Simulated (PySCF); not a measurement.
# C₂H₆BCl₃Si₂: electronic excitations

What electronic excitations should C₂H₆BCl₃Si₂ (`C=C[Si@H](Cl)[SiH2]B(Cl)Cl`) show?

Computed with PySCF 2.14.0, with density-fitted response routines of our own, on a single molecule in the gas phase. Atoms are numbered from 0 throughout.

**1. The molecule as given**

14 atoms, charge 0, multiplicity 1; geometry from: GFN2-xTB.

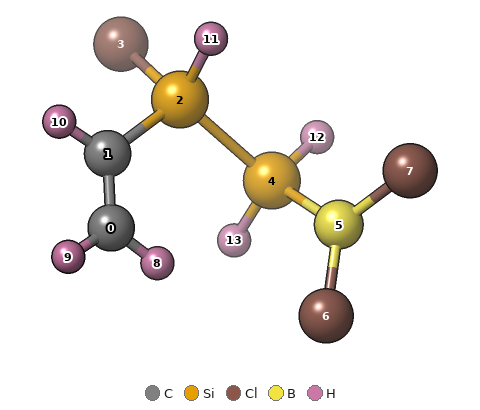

The starting geometry (carbon grey, silicon amber, chlorine brown, boron yellow, hydrogen pink), atoms numbered.

**2. TDDFT and polarisability: CAM-B3LYP/def2-SVPD**

Job settings and geometry (Å):

```
{"job": {"kind": "uv", "xc": "CAM-B3LYP", "basis": "def2-SVPD", "nstates": 8, "ntriplets": 3}, "charge": 0, "multiplicity": 1}
C      1.811639     0.741815    -0.922141
C      1.856932     0.454320     0.369473
Si     0.465968    -0.384060     1.336462
Cl     1.283506    -1.987807     2.273472
Si    -1.289092    -1.040578    -0.052331
B     -2.246330     0.523656    -0.788512
Cl    -1.967083     1.108319    -2.384993
Cl    -3.349845     1.427734     0.182398
H      0.945892     0.516939    -1.526303
H      2.631861     1.214653    -1.440151
H      2.761137     0.699487     0.915805
H      0.081775     0.537771     2.415658
H     -2.207159    -1.894740     0.716607
H     -0.779879    -1.917982    -1.117610
```

With the program's defaults for keys left out, this is: TDDFT CAM-B3LYP/def2-SVPD, vertical, gas phase, core orbitals frozen in the response.

The run is started by

```
$ OMP_NUM_THREADS=1 python probes_run.py task.json out
```

One launch serves the whole session: the jobs run in the order shown.

The program printed:

```text
coarse grid: 15104 points
cycle   1  E = -2063.3774167718  dE =  8.585e-01  |g| = 4.348e-01  |ddm| = 5.200e+00
cycle   2  E = -2063.3881445827  dE = -1.073e-02  |g| = 4.322e-01  |ddm| = 1.479e+00
cycle   3  E = -2063.4408512838  dE = -5.271e-02  |g| = 3.984e-02  |ddm| = 7.509e-01
cycle   4  E = -2063.4413190063  dE = -4.677e-04  |g| = 2.448e-02  |ddm| = 1.237e-01
cycle   5  E = -2063.4415032675  dE = -1.843e-04  |g| = 2.844e-03  |ddm| = 5.080e-02
cycle   6  E = -2063.4415066759  dE = -3.408e-06  |g| = 1.132e-03  |ddm| = 8.808e-03
final grid: 124952 points
cycle   7  E = -2063.6739851171  dE = -1.902e-05  |g| = 2.981e-03  |ddm| = 5.305e-02
cycle   8  E = -2063.6739857443  dE = -6.273e-07  |g| = 2.609e-03  |ddm| = 9.348e-03
cycle   9  E = -2063.6739874768  dE = -1.733e-06  |g| = 3.284e-04  |ddm| = 4.016e-03
cycle  10  E = -2063.6739875036  dE = -2.673e-08  |g| = 1.345e-04  |ddm| = 6.765e-04
cycle  11  E = -2063.6739875086  dE = -5.085e-09  |g| = 3.488e-05  |ddm| = 2.709e-04
cycle  12  E = -2063.6739875091  dE = -4.266e-10  |g| = 7.096e-06  |ddm| = 7.271e-05
converged SCF energy = -2063.6739875091

Static polarisability (au): isotropic 132.322, principal 110.061 131.884 155.021

Singlet excitations
state   eV       nm        f      main configurations
  1   4.7461    261.2   0.04653   H->L 0.58, H-3->L 0.28
  2   5.5513    223.3   0.00418   H-4->L 0.86
  3   5.6955    217.7   0.10236   H-3->L 0.47, H->L 0.33
  4   6.0928    203.5   0.01985   H-1->L 0.81, H-2->L 0.09
  5   6.3081    196.5   0.01011   H-2->L 0.43, H-2->L+1 0.19, H-3->L 0.12
  6   6.5141    190.3   0.00839   H->L+1 0.53, H-2->L 0.24
  7   6.6585    186.2   0.08547   H-5->L 0.87
  8   6.8577    180.8   0.00123   H-7->L 0.48, H-6->L 0.22, H-8->L 0.09

Triplet excitations (Tamm-Dancoff, eV): 3.9913 4.3453 5.1997
```

Wall time 2.2 min (1 thread of Arm Neoverse N1, shared host); peak memory 1.1 GiB.

The orbitals next to the gap, with their largest atomic shares:

```
orbital      eV                         atoms
 HOMO−3  -10.31   Si4 21 %, Cl7 19 %, B5 13 %
 HOMO−2  -10.11   Cl3 40 %, C1 15 %, Si2 15 %
 HOMO−1   -9.81     C1 35 %, C0 32 %, Si2 7 %
   HOMO   -9.33  Si4 20 %, Cl3 19 %, Si2 16 %
   LUMO   -1.34   B5 41 %, Cl6 16 %, Cl7 16 %
 LUMO+1    0.29    C0 27 %, C1 22 %, Si2 14 %
 LUMO+2    0.58   B5 36 %, Cl6 13 %, Cl7 13 %
```

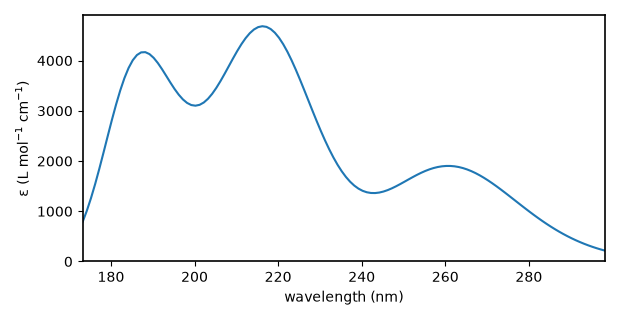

Absorption spectrum: each of the 8 states is a Gaussian band of 0.4 eV half-width at 1/e. Beyond the last state computed it falls off for lack of states.

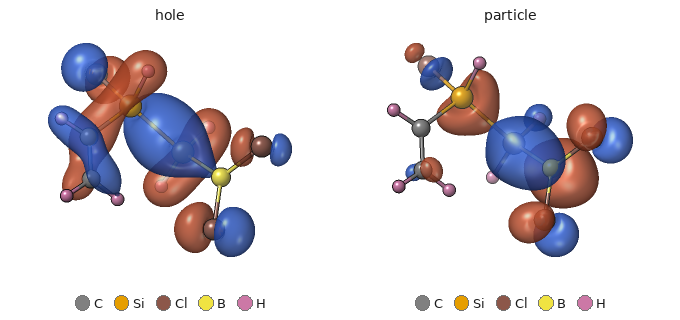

Leading natural transition orbitals of singlet state 3: the electron leaves the hole (left) for the particle orbital (right).

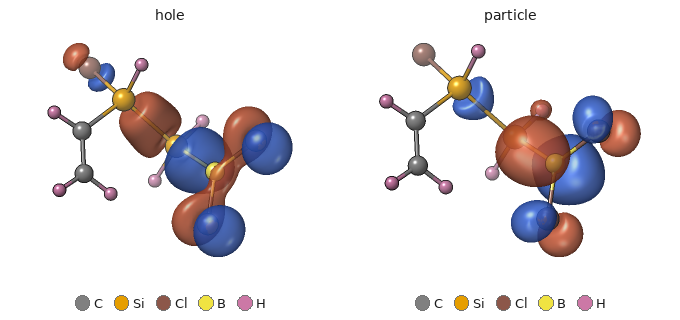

Leading natural transition orbitals of singlet state 1: the electron leaves the hole (left) for the particle orbital (right).

Further results of this job:

```
           property  computed
  dipole moment (D)      1.30
polarisability (Å³)     19.61
 HOMO–LUMO gap (eV)      7.99
      −ε(HOMO) (eV)      9.33
```

Orbitals, density, ELF and potential are computed afterwards from the orbital file.

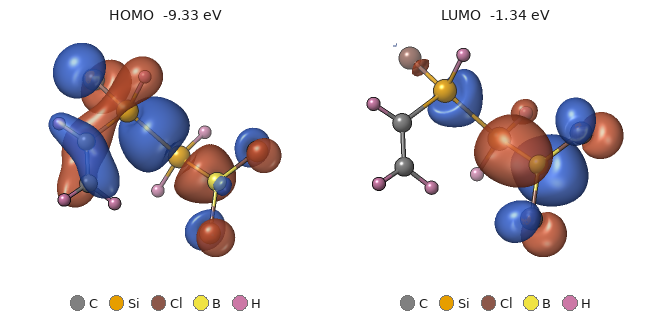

Frontier orbitals at CAM-B3LYP/def2-SVPD; each surface holds 70 % of the orbital's density, blue and red mark the sign.

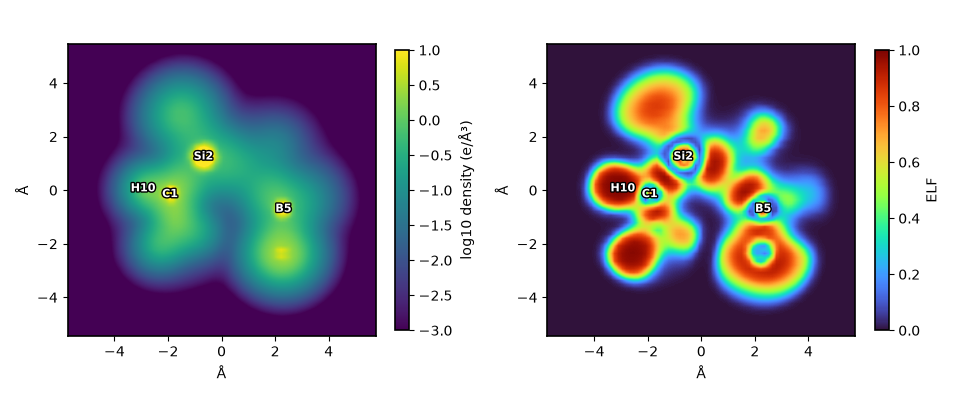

Density (left) and ELF (right) in a plane through or near 4 of the atoms.

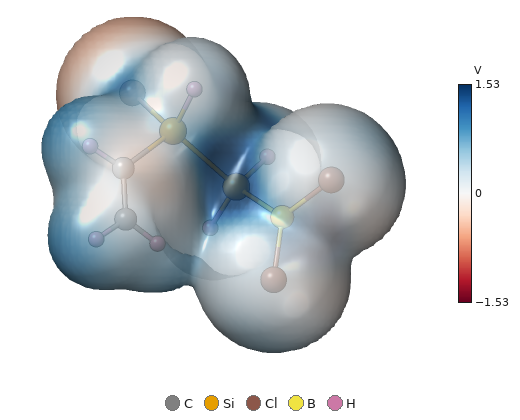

Electrostatic potential on the surface of density 0.002 e/bohr³; red is low, blue high. It runs from -0.48 V near Cl3 to 1.53 V near B5.

**3. Summary of results**

```
                                quantity                        value
    lowest singlet (CAM-B3LYP/def2-SVPD)  4.75 eV (261 nm), f = 0.047
brightest single state of those computed  state 3, 5.70 eV, f = 0.102
                          lowest triplet                      3.99 eV
   surface potential, least and greatest           -0.48 V and 1.53 V
```

**Reading.** The first singlet state (HOMO→LUMO 0.58, HOMO−3→LUMO 0.28) lies at 4.75 eV and is weak; of the 8 states computed, the strongest absorption comes from state 3 at 5.70 eV. The lowest triplet lies 0.75 eV below the lowest singlet (triplets in Tamm-Dancoff, singlets in full TDDFT). At CAM-B3LYP/def2-SVPD, counted by nearest atom on the grid, the HOMO lies on Cl3 19 %; Si4 18 %, the LUMO on B5 52 %; Cl6, Cl7 about 12 % each.
